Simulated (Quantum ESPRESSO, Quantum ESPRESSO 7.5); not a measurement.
## Ir(111), 5 layers: vacuum convergence

Aim: how far one choice must go before the vacuum level and the energy of Ir(111), 5 layers stand still, and what it costs.

Main program and level: Quantum ESPRESSO 7.5; plane-wave DFT, PBE, PseudoDojo norm-conserving pseudopotentials.

## 1. The structure

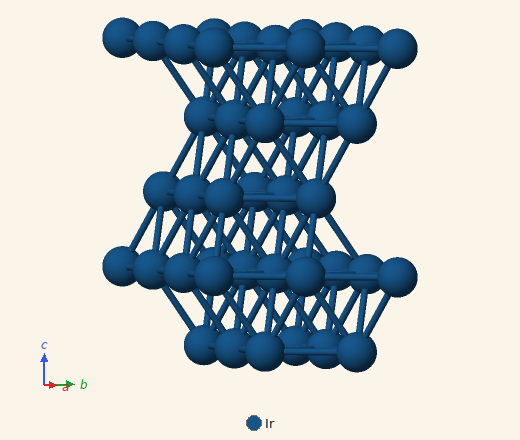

Start, viewed from the side, with the c axis up; iridium blue. 3×2×1 cells are drawn. Some periodic images of atoms are drawn too.

The cell holds 5 atoms: 5 Ir. Its edges and angles: a = 2.715 Å, b = 2.715 Å, c = 32.868 Å, α = 90.0°, β = 90.0°, γ = 60.0°. It derives from Ir. Vacuum lies along c.

## 2. Self-consistent run: 24 Å of vacuum

The first run is the reference of the series.

File c0.in:

```
&control
  prefix = 'c0'
  outdir = './out'
  pseudo_dir = './pseudo'
  calculation = 'scf'
  tprnfor = .true.
/
&system
  ibrav = 0
  nat = 5
  ntyp = 1
  ecutwfc = 60
  ecutrho = 240
  occupations = 'smearing'
  smearing = 'mv'
  degauss = 0.02
/
&electrons
  conv_thr = 1e-07
  mixing_beta = 0.4
  electron_maxstep = 120
  mixing_mode = 'local-TF'
/
ATOMIC_SPECIES
  Ir  192.2170  Ir.dojo-sr-pbe-0.4.1-standard.upf
CELL_PARAMETERS angstrom
  2.71529003975634 0.00000000000000 0.00000000000000
  1.35764501987817 2.35151015307185 0.00000000000000
  0.00000000000000 0.00000000000000 32.86810013475265
ATOMIC_POSITIONS crystal
  Ir  0.666666666700 0.666666666700 0.365095638349
  Ir  0.000000000000 0.000000000000 0.432547819174
  Ir  0.333333333300 0.333333333300 0.500000000000
  Ir  0.666666666700 0.666666666700 0.567452180826
  Ir  0.000000000000 0.000000000000 0.634904361651
K_POINTS automatic
  12 12 1 0 0 0
```

On the command line:

```bash
OMP_NUM_THREADS=1 mpirun -n 4 pw.x -nk 4 -in c0.in > c0.out
```

What it wrote:

```text
Program PWSCF v.7.5 starts
[citation notice left out]

     Parallel version (MPI & OpenMP), running on       4 processor cores
     Number of MPI processes:                 4
     Threads/MPI process:                     1

     MPI processes distributed on     1 nodes
[...]
Current dimensions of program PWSCF are:
     Max number of different atomic species (ntypx) = 10
     Max number of k-points (npk) =  40000
     Max angular momentum in pseudopotentials (lmaxx) =  4
     Message from routine setup:
     using ibrav=0 with symmetry is DISCOURAGED, use correct ibrav instead

     K-points division:     npool     =       4
     Subspace diagonalization in iterative solution of the eigenvalue problem:
     a serial algorithm will be used

     G-vector sticks info
     --------------------
     sticks:   dense  smooth     PW     G-vecs:    dense   smooth      PW
     Sum         433     433    139                89011    89011   15597

     Using Slab Decomposition

     bravais-lattice index     =            0
     lattice parameter (alat)  =       5.1312  a.u.
     unit-cell volume          =    1416.2316 (a.u.)^3
     number of atoms/cell      =            5
     number of atomic types    =            1
     number of electrons       =        85.00
     number of Kohn-Sham states=           52
     kinetic-energy cutoff     =      60.0000  Ry
     charge density cutoff     =     240.0000  Ry
     scf convergence threshold =      1.0E-07
     mixing beta               =       0.4000
     number of iterations used =            8  local-TF  mixing
     Exchange-correlation= PBE
                           (   1   4   3   4   0   0   0)

     celldm(1)=   5.131155  celldm(2)=   0.000000  celldm(3)=   0.000000
     celldm(4)=   0.000000  celldm(5)=   0.000000  celldm(6)=   0.000000

     crystal axes: (cart. coord. in units of alat)
               a(1) = (   1.000000   0.000000   0.000000 )
               a(2) = (   0.500000   0.866025   0.000000 )
               a(3) = (   0.000000   0.000000  12.104821 )

     reciprocal axes: (cart. coord. in units 2 pi/alat)
               b(1) = (  1.000000 -0.577350  0.000000 )
               b(2) = (  0.000000  1.154701  0.000000 )
               b(3) = (  0.000000  0.000000  0.082612 )

     PseudoPot. # 1 for Ir read from file:
     ./pseudo/Ir.dojo-sr-pbe-0.4.1-standard.upf
     Pseudo is Norm-conserving + core correction, Zval = 17.0
     Generated using ONCVPSP code by D. R. Hamann
     Using radial grid of 1310 points,  8 beta functions with:
                l(1) =   0
                l(2) =   0
                l(3) =   1
                l(4) =   1
                l(5) =   2
                l(6) =   2
                l(7) =   3
                l(8) =   3

     atomic species   valence    mass     pseudopotential
     Ir               17.00   192.21700     Ir( 1.00)

     12 Sym. Ops., with inversion, found ( 6 have fractional translation)

   Cartesian axes

     site n.     atom                  positions (alat units)
         1        Ir     tau(   1) = (   1.0000000   0.5773503   4.4194174  )
         2        Ir     tau(   2) = (   0.0000000   0.0000000   5.2359140  )
         3        Ir     tau(   3) = (   0.5000000   0.2886751   6.0524105  )
         4        Ir     tau(   4) = (   1.0000000   0.5773503   6.8689071  )
         5        Ir     tau(   5) = (   0.0000000   0.0000000   7.6854037  )

     number of k points=    19  Marzari-Vanderbilt smearing, width (Ry)=  0.0200
                       cart. coord. in units 2pi/alat
        k(    1) = (   0.0000000   0.0000000   0.0000000), wk =   0.0138889
        k(    2) = (   0.0000000   0.0962250   0.0000000), wk =   0.0833333
        k(    3) = (   0.0000000   0.1924501   0.0000000), wk =   0.0833333
        k(    4) = (   0.0000000   0.2886751   0.0000000), wk =   0.0833333
        k(    5) = (   0.0000000   0.3849002   0.0000000), wk =   0.0833333
        k(    6) = (   0.0000000   0.4811252   0.0000000), wk =   0.0833333
        k(    7) = (   0.0000000  -0.5773503   0.0000000), wk =   0.0416667
        k(    8) = (   0.0833333   0.1443376   0.0000000), wk =   0.0833333
        k(    9) = (   0.0833333   0.2405626   0.0000000), wk =   0.1666667
        k(   10) = (   0.0833333   0.3367877   0.0000000), wk =   0.1666667
[...]
k(   19) = (   0.3333333  -0.5773503   0.0000000), wk =   0.0277778

     Dense  grid:    89011 G-vectors     FFT dimensions: (  27,  27, 320)

     Estimated max dynamical RAM per process >     174.52 MB

     Estimated total dynamical RAM >     632.88 MB

     Initial potential from superposition of free atoms

     starting charge      84.9992, renormalised to      85.0000

     negative rho (up, down):  1.030E-05 0.000E+00
     Starting wfcs are   50 randomized atomic wfcs +    2 random wfcs

     total cpu time spent up to now is        2.7 secs

     per-process dynamical memory:   122.6 Mb

     Self-consistent Calculation

     iteration #  1     ecut=    60.00 Ry     beta= 0.40
     Davidson diagonalization with overlap
     ethr =  1.00E-02,  avg # of iterations =  5.2

     Threshold (ethr) on eigenvalues was too large:
     Diagonalizing with lowered threshold

     Davidson diagonalization with overlap
     ethr =  1.41E-04,  avg # of iterations =  5.4

     total cpu time spent up to now is       18.8 secs

     total energy              =   -1151.47027010 Ry
     estimated scf accuracy    <       0.13187748 Ry

     iteration #  2     ecut=    60.00 Ry     beta= 0.40
[...]
total energy              =   -1151.46561589 Ry
     estimated scf accuracy    <       0.08870054 Ry

     iteration #  3     ecut=    60.00 Ry     beta= 0.40
[...]
total energy              =   -1151.45571780 Ry
     estimated scf accuracy    <       0.04307550 Ry

     iteration #  4     ecut=    60.00 Ry     beta= 0.40
[...]
total energy              =   -1151.45953490 Ry
     estimated scf accuracy    <       0.00552282 Ry

     iteration #  5     ecut=    60.00 Ry     beta= 0.40
[...]
total energy              =   -1151.45941044 Ry
     estimated scf accuracy    <       0.00203009 Ry

     iteration #  6     ecut=    60.00 Ry     beta= 0.40
[...]
total energy              =   -1151.45935041 Ry
     estimated scf accuracy    <       0.00077292 Ry

     iteration #  7     ecut=    60.00 Ry     beta= 0.40
[...]
total energy              =   -1151.45926319 Ry
     estimated scf accuracy    <       0.00052487 Ry

     iteration #  8     ecut=    60.00 Ry     beta= 0.40
[...]
negative rho (up, down):  3.084E-03 0.000E+00

[...]
total energy              =   -1151.45925898 Ry
     estimated scf accuracy    <       0.00035668 Ry

     iteration #  9     ecut=    60.00 Ry     beta= 0.40
[...]
negative rho (up, down):  3.257E-03 0.000E+00

[...]
total energy              =   -1151.45924243 Ry
     estimated scf accuracy    <       0.00019564 Ry

     iteration # 10     ecut=    60.00 Ry     beta= 0.40
[...]
negative rho (up, down):  3.876E-03 0.000E+00

[...]
total energy              =   -1151.45922739 Ry
     estimated scf accuracy    <       0.00012759 Ry

     iteration # 11     ecut=    60.00 Ry     beta= 0.40
[...]
negative rho (up, down):  1.756E-03 0.000E+00

[...]
total energy              =   -1151.45920718 Ry
     estimated scf accuracy    <       0.00003308 Ry

     iteration # 12     ecut=    60.00 Ry     beta= 0.40
[...]
negative rho (up, down):  9.439E-04 0.000E+00

[...]
total energy              =   -1151.45920336 Ry
     estimated scf accuracy    <       0.00000806 Ry

     iteration # 13     ecut=    60.00 Ry     beta= 0.40
[...]
negative rho (up, down):  1.227E-04 0.000E+00

[...]
total energy              =   -1151.45920260 Ry
     estimated scf accuracy    <       0.00000118 Ry

     iteration # 14     ecut=    60.00 Ry     beta= 0.40
[...]
End of self-consistent calculation

          k = 0.0000 0.0000 0.0000 ( 11157 PWs)   bands (ev):

   -87.9497 -87.9350 -87.8992 -87.4125 -87.4125 -45.0584 -44.8067 -44.5308
   -44.4475 -44.4475 -44.4246 -44.4246 -44.3579 -44.3579 -44.0542 -44.0443
   -43.9277 -43.9277 -43.9277 -43.9277  -5.6082  -4.5415  -3.3518  -2.7481
    -2.6734   0.9499   1.0339   1.2326   1.2326   1.4035   1.4035   1.4660
     1.5104   1.5104   2.0707   2.0707   2.1239   2.1239   2.4180   3.8685
     3.8685   4.0123   4.0123   4.5615   4.5915   4.5915   5.1543   5.3838
     5.3838   5.8755   5.8755  10.1846

          k = 0.0000 0.0962 0.0000 ( 11131 PWs)   bands (ev):

   -87.9462 -87.9320 -87.8969 -87.4096 -87.4096 -45.0451 -44.8033 -44.5480
   -44.4860 -44.4593 -44.4505 -44.4346 -44.3983 -44.3659 -44.0498 -44.0423
   -43.9671 -43.9668 -43.9373 -43.9373  -5.3390  -4.2801  -3.0860  -2.4879
    -2.4026   0.6845   0.7898   1.0271   1.3641   1.3773   1.4423   1.5115
     1.5554   1.7286   1.9261   2.0386   2.1952   2.2449   2.3354   3.5414
     3.6143   3.8982   3.9925   4.0909   4.2985   4.6047   5.0842   5.3929
     5.8969   6.2688   7.1078  10.3714

          k = 0.0000 0.1925 0.0000 ( 11165 PWs)   bands (ev):

   -87.9364 -87.9240 -87.8907 -87.4018 -87.4018 -45.0092 -44.8006 -44.6301
   -44.5879 -44.5036 -44.4912 -44.4837 -44.4619 -44.3882 -44.0763 -44.0761
   -44.0376 -44.0332 -43.9634 -43.9634  -4.5927  -3.5821  -2.4093  -1.8309
    -1.7000   0.0376   0.4396   0.5392   0.7783   1.1849   1.4663   1.7445
     1.7614   1.8494   2.0731   2.1560   2.3493   2.6042   2.8471   2.9378
     3.2351   3.4866   3.6002   4.0842   4.4820   4.6285   5.4049   5.8649
     5.9483   7.4721   8.7187  10.9144

          k = 0.0000 0.2887 0.0000 ( 11111 PWs)   bands (ev):

   -87.9228 -87.9131 -87.8826 -87.3912 -87.3911 -44.9668 -44.8335 -44.7526
   -44.7311 -44.6031 -44.5338 -44.5114 -44.4990 -44.4190 -44.2160 -44.2141
   -44.0289 -44.0267 -43.9989 -43.9989  -3.5938  -2.7694  -1.8781  -1.3518
    -1.0170  -0.6504  -0.0465   0.3328   0.4797   1.0685   1.4918   1.5715
     1.8513   1.9253   2.2549   2.2967   2.6358   2.9548   3.2589   3.3036
     3.7804   3.8055   4.0885   4.3877   4.7397   4.9235   5.4096   6.0054
     6.6699   8.5559  10.1943  11.7356

          k = 0.0000 0.3849 0.0000 ( 11117 PWs)   bands (ev):

   -87.9086 -87.9021 -87.8750 -87.3805 -87.3805 -44.9795 -44.9349 -44.8789
   -44.7979 -44.6541 -44.5757 -44.5429 -44.5359 -44.4503 -44.3472 -44.3434
   -44.0343 -44.0342 -44.0207 -44.0191  -2.8381  -2.3280  -1.9578  -1.5232
    -1.2216  -1.0132  -0.5549   0.3272   0.8841   1.2879   1.4260   1.6575
     1.7083   2.4493   2.5423   2.9674   3.1066   3.5627   4.3071   4.3618
     4.4584   4.7064   5.0235   5.2223   5.2958   5.4510   5.5529   6.0763
     7.4120   9.4480  11.4208  12.7629

          k = 0.0000 0.4811 0.0000 ( 11137 PWs)   bands (ev):

   -87.8978 -87.8941 -87.8699 -87.3727 -87.3727 -45.0630 -45.0102 -44.9882
   -44.7640 -44.6859 -44.6059 -44.5785 -44.5628 -44.4735 -44.4337 -44.4234
   -44.0601 -44.0600 -44.0149 -44.0137  -2.6564  -2.4251  -2.0261  -1.8459
    -1.4836  -1.2166  -0.9135   0.1766   0.8596   1.1381   1.5060   1.8125
     2.1886   2.4139   3.3014   3.6601   4.1367   4.7119   4.8816   5.5298
     5.5963   5.6550   5.8338   6.0801   6.1987   6.2885   6.3269   6.3793
     8.1037  10.2107  11.9778  12.7179

[...]
the Fermi energy is     5.0228 ev

!    total energy              =   -1151.45920235 Ry
     estimated scf accuracy    <       0.00000006 Ry
     smearing contrib. (-TS)   =       0.00180308 Ry
     internal energy E=F+TS    =   -1151.46100543 Ry

     The total energy is F=E-TS. E is the sum of the following terms:
     one-electron contribution =  -18512.54375002 Ry
     hartree contribution      =    9254.87332252 Ry
     xc contribution           =    -218.37992455 Ry
     ewald contribution        =    8324.58934662 Ry

     convergence has been achieved in  14 iterations

     Forces acting on atoms (cartesian axes, Ry/au):

     atom    1 type  1   force =     0.00000000    0.00000000    0.00678673
     atom    2 type  1   force =    -0.00000000   -0.00000000   -0.01337132
     atom    3 type  1   force =    -0.00000000    0.00000000    0.00000000
     atom    4 type  1   force =     0.00000000    0.00000000    0.01337132
     atom    5 type  1   force =    -0.00000000   -0.00000000   -0.00678673

     Total force =     0.021206     Total SCF correction =     0.000620

[...]
=------------------------------------------------------------------------------=
   JOB DONE.
=------------------------------------------------------------------------------=
```

Run time: 2 min. Hardware: 4 MPI ranks of Arm Neoverse V1, shared host; peak memory 0.77 GiB; 8.1 min of CPU time.

This step gave:

- free energy: -15666.4006 eV
- Fermi energy: 5.023 eV

The program's own clock; routines nest. Time by routine:

| routine | wall time (s) | calls |
| --- | --- | --- |
| PWSCF | 120.6 | 1 |
| electrons | 116.8 | 1 |
| c_bands | 92.4 | 15 |
| cegterg | 84.13 | 75 |
| h_psi | 69.21 | 578 |
| fftw | 62.28 | 21932 |
| vloc_psi | 54.22 | 578 |
| sum_band | 13.84 | 15 |
| mix_rho | 9.2 | 15 |
| calbec | 8.03 | 598 |
| add_vuspsi | 7.54 | 578 |
| h_psi:calbec | 7.23 | 578 |
| ffts | 6.31 | 1358 |
| init_run | 2.58 | 1 |

The run needed 14 iterations to bring the estimated error under 1e-07 Ry; the largest force on any atom, held or free, is 0.34 eV/Å.

## 3. Potential by pp.x

plot_num = 11 writes the bare and Hartree potential. It leaves out exchange and correlation, which fade slowly, so it flattens close to the surface.

File c0.pot.in:

```
&inputpp
  prefix = 'c0'
  outdir = './out'
  filplot = 'c0.pot.dat'
  plot_num = 11
/
```

On the command line:

```bash
OMP_NUM_THREADS=1 mpirun -n 4 pp.x -in c0.pot.in > c0.pot.out
```

What it wrote:

```text
[banner, memory and clock lines left out]
Program POST-PROC v.7.5 starts

          URL

     ./out/c0.save/

     IMPORTANT: XC functional enforced from input :
     Exchange-correlation= PBE
                           (   1   4   3   4   0   0   0)
     Any further DFT definition will be discarded
     Please, verify this is what you really want

     Calling punch_plot, plot_num =  11
     Writing data to file  c0.pot.dat
     Message from routine chdens:
     namelist plot not found or invalid, exiting
```

Run time: 0.79 s. Hardware: 4 MPI ranks; peak memory 0.09 GiB.

Numbers from this step:

| Quantity | Value |
| --- | --- |
| potential in the middle of the vacuum, over the Fermi level | 5.531 eV |

The potential energy, planar mean oscillates, so the rows of the table below give means over windows of 2.16 Å about each position, cut where the curve ends. Its maxima inside the range that stand out by 2 % of the span (Å: eV): 13.1: -1.79, 15.3: -1.99, 17.6: -1.99, 19.7: -1.79. Its minima: 12.0: -39.4, 14.2: -39.7, 16.4: -39.8, 18.7: -39.7, 20.9: -39.4.

Electrostatic potential energy of an electron; zero at the Fermi level. Potential energy, planar mean against z; means over each step:

| z (Å) | potential energy, planar mean (eV) |
| --- | --- |
| 1.08 | 5.53 |
| 3.24 | 5.53 |
| 5.40 | 5.53 |
| 7.56 | 5.53 |
| 9.72 | 5.00 |
| 11.88 | -17.4 |
| 14.04 | -18.3 |
| 16.20 | -18.3 |
| 18.36 | -18.3 |
| 20.52 | -17.8 |
| 22.68 | 3.58 |
| 24.84 | 5.53 |
| 27.00 | 5.53 |
| 29.16 | 5.53 |
| 31.32 | 5.53 |

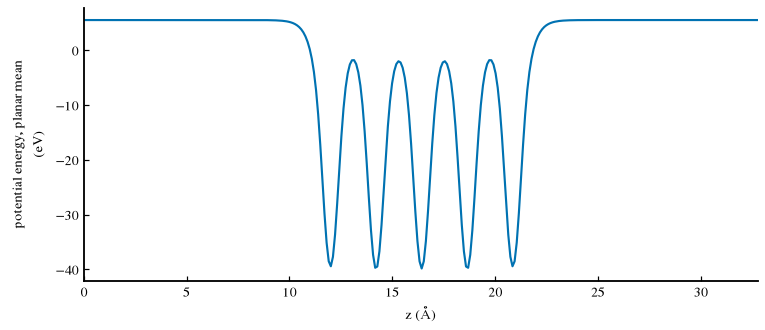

Potential energy, planar mean against z.

Inside the slab this potential holds the local part of the pseudopotentials, which can be repulsive at the nuclei; only its value in the vacuum has a meaning of its own.

## 4. Ground state: 18 Å of vacuum

File c2.in:

```
&control
  prefix = 'c2'
  outdir = './out'
  pseudo_dir = './pseudo'
  calculation = 'scf'
  tprnfor = .true.
/
&system
  ibrav = 0
  nat = 5
  ntyp = 1
  ecutwfc = 60
  ecutrho = 240
  occupations = 'smearing'
  smearing = 'mv'
  degauss = 0.02
/
&electrons
  conv_thr = 1e-07
  mixing_beta = 0.4
  electron_maxstep = 120
  mixing_mode = 'local-TF'
/
ATOMIC_SPECIES
  Ir  192.2170  Ir.dojo-sr-pbe-0.4.1-standard.upf
CELL_PARAMETERS angstrom
  2.71529003975634 0.00000000000000 0.00000000000000
  1.35764501987817 2.35151015307185 0.00000000000000
  0.00000000000000 0.00000000000000 26.86810013475265
ATOMIC_POSITIONS crystal
  Ir  0.666666666700 0.666666666700 0.334969720779
  Ir  0.000000000000 0.000000000000 0.417484860389
  Ir  0.333333333300 0.333333333300 0.500000000000
  Ir  0.666666666700 0.666666666700 0.582515139611
  Ir  0.000000000000 0.000000000000 0.665030279221
K_POINTS automatic
  12 12 1 0 0 0
```

On the command line:

```bash
OMP_NUM_THREADS=1 mpirun -n 4 pw.x -nk 4 -in c2.in > c2.out
```

What it wrote:

```text
[banner, memory and clock lines left out]
Program PWSCF v.7.5 starts
[...]
Message from routine setup:
[...]
number of electrons       =        85.00
     number of Kohn-Sham states=           52
     kinetic-energy cutoff     =      60.0000  Ry
     charge density cutoff     =     240.0000  Ry
[...]
number of k points=    19  Marzari-Vanderbilt smearing, width (Ry)=  0.0200
[...]
Dense  grid:    72767 G-vectors     FFT dimensions: (  27,  27, 256)
[...]
negative rho (up, down):  9.353E-06 0.000E+00
     Starting wfcs are   50 randomized atomic wfcs +    2 random wfcs
[...]
negative rho (up, down):  2.783E-08 0.000E+00
[...]
estimated scf accuracy    <       0.13202946 Ry
[...]
estimated scf accuracy    <       0.08760607 Ry
[...]
estimated scf accuracy    <       0.04183173 Ry
[...]
estimated scf accuracy    <       0.00533667 Ry
[...]
estimated scf accuracy    <       0.00200350 Ry
[...]
estimated scf accuracy    <       0.00071656 Ry
[...]
estimated scf accuracy    <       0.00045706 Ry
[...]
negative rho (up, down):  2.448E-03 0.000E+00
[...]
estimated scf accuracy    <       0.00024812 Ry
[...]
negative rho (up, down):  2.079E-03 0.000E+00
[...]
estimated scf accuracy    <       0.00007884 Ry
[...]
negative rho (up, down):  1.028E-03 0.000E+00
[...]
estimated scf accuracy    <       0.00003022 Ry
[...]
negative rho (up, down):  2.424E-04 0.000E+00
[...]
estimated scf accuracy    <       0.00000229 Ry
[...]
negative rho (up, down):  6.348E-05 0.000E+00
[...]
estimated scf accuracy    <       0.00000085 Ry
[...]
the Fermi energy is     7.3802 ev
!    total energy              =   -1151.45920861 Ry
     estimated scf accuracy    <       0.00000003 Ry
     smearing contrib. (-TS)   =       0.00180259 Ry
     internal energy E=F+TS    =   -1151.46101120 Ry
[...]
one-electron contribution =  -12007.77156732 Ry
     hartree contribution      =    6009.85086947 Ry
     xc contribution           =    -218.37943815 Ry
     ewald contribution        =    5064.83912480 Ry
     convergence has been achieved in  13 iterations
[...]
Total force =     0.021027     Total SCF correction =     0.000914
[...]
```

The job ended after 89 s (4 MPI ranks; peak memory 0.66 GiB).

Read from the output:

* Fermi energy: 7.380 eV

The program's own clock; routines nest. Time by routine:

| routine | wall time (s) | calls |
| --- | --- | --- |
| PWSCF | 88.09 | 1 |
| electrons | 85.02 | 1 |
| c_bands | 68.6 | 14 |
| cegterg | 61.37 | 70 |
| h_psi | 49.42 | 520 |
| fftw | 42.57 | 20930 |
| vloc_psi | 37.62 | 520 |
| sum_band | 9.3 | 14 |
| calbec | 6.33 | 540 |
| mix_rho | 6.13 | 14 |
| add_vuspsi | 5.92 | 520 |
| h_psi:calbec | 5.7 | 520 |
| ffts | 4.11 | 1194 |
| init_run | 2.09 | 1 |

## 5. Potential by pp.x

File c2.pot.in:

```
&inputpp
  prefix = 'c2'
  outdir = './out'
  filplot = 'c2.pot.dat'
  plot_num = 11
/
```

On the command line:

```bash
OMP_NUM_THREADS=1 mpirun -n 4 pp.x -in c2.pot.in > c2.pot.out
```

The job ended after 0.75 s (4 MPI ranks; peak memory 0.1 GiB).

Read from the output:

- potential in the middle of the vacuum, over the Fermi level: 5.529 eV

Counted from each run's own zero (the Fermi level), the vacuum level differs from the first run's by -1 meV.

(Continued in part 2 of 2.)

[Logs are printed without paths, hosts, clocks, repeated set-up lines and the standing remarks that a program may print on its own settings, such as how far it seeks lower states.]

[Hosts, paths, dates, database ids (printed as entryN), source tags and the programs' standing remarks are cut or masked in the printed files.]

[Maps of the electrostatic potential energy from Ansatz leave out the sawtooth potential of an applied field or a dipole correction, so their vacuum need not be flat; planar profiles and work functions include it.]
